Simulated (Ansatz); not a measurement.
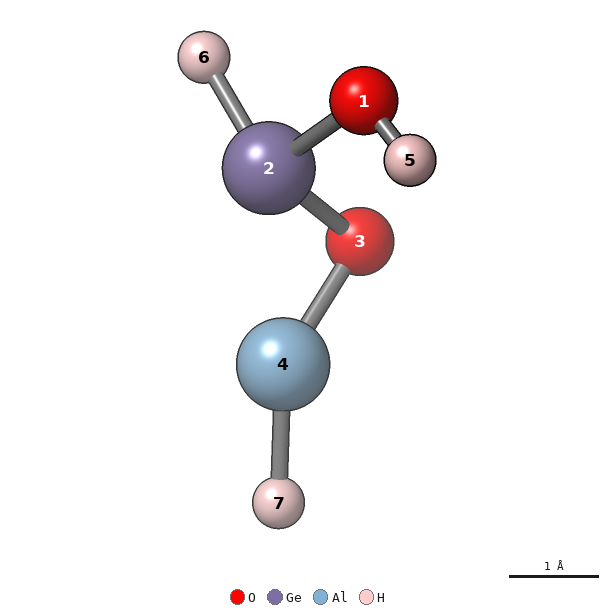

Orthographic view. Depth is shown by fading: the farther an atom, the more it takes the colour of the background. The computed structure is the end point of a PBE-D4/def2-SVP optimisation. No frequency run is at hand to confirm it as a minimum.

Give the geometry as a Z-matrix, atoms in numerical order, with these reference atoms: 2 to 1; 3 to 2, 1; 4 to 3, 2, 1; 5 to 1, 2, 3; 6 to 2, 1, 5; 7 to 4, 3, 2.

```
O  
Ge   1   1.803
O    2   1.918   1   110.9
Al   3   1.737   2    80.7   1   120.6
H    1   0.976   2   111.0   3   -65.4
H    2   1.556   1   100.7   5   178.3
H    4   1.595   3   137.4   2  -177.4
```
